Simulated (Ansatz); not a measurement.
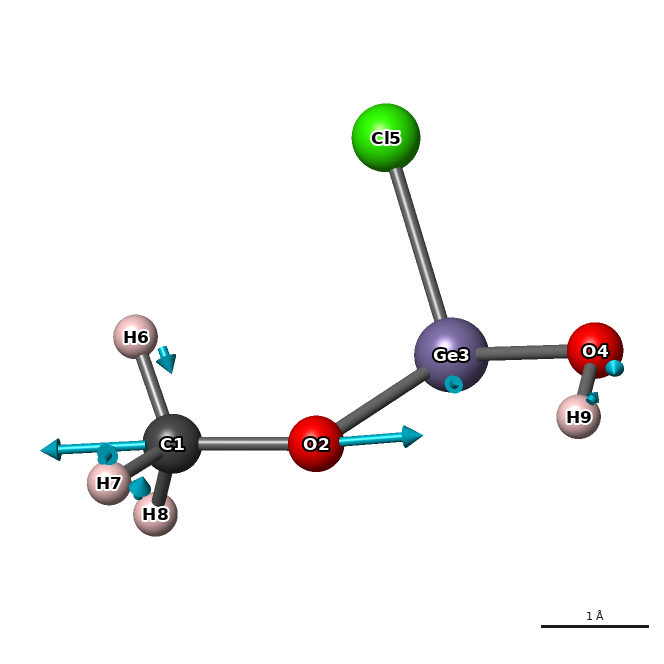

Arrows show the forces on the atoms, 3 Å of arrow for 1 eV/Å; forces under a tenth of the largest aren't drawn. The species is neutral and a spin doublet. Level of theory: ωB97M-V/def2-TZVPP (Ansatz 0.2.0).

Question: On which atom is the force largest, and how large is it?

Answer: On C1: 0.34 eV/Å.

Question: Which bond do the forces act along most?

Answer: C1–O2, now 1.413 Å: the forces push its atoms apart, so a first step downhill lengthens it.

List the force components in the frame of the picture (x right, y up, z towards the viewer), in eV/Å.

| atom | Fx | Fy | Fz |
| --- | --- | --- | --- |
| C1 | −0.33 | −0.02 | −0.08 |
| O2 | 0.26 | 0.02 | 0.07 |
| Ge3 | −0.02 | −0.03 | −0.06 |
| O4 | 0.00 | −0.03 | 0.06 |
| Cl5 | −0.01 | 0.00 | 0.02 |
| H6 | 0.03 | −0.08 | 0.02 |
| H7 | 0.04 | 0.04 | −0.09 |
| H8 | 0.02 | 0.06 | 0.08 |
| H9 | 0.02 | 0.03 | −0.02 |
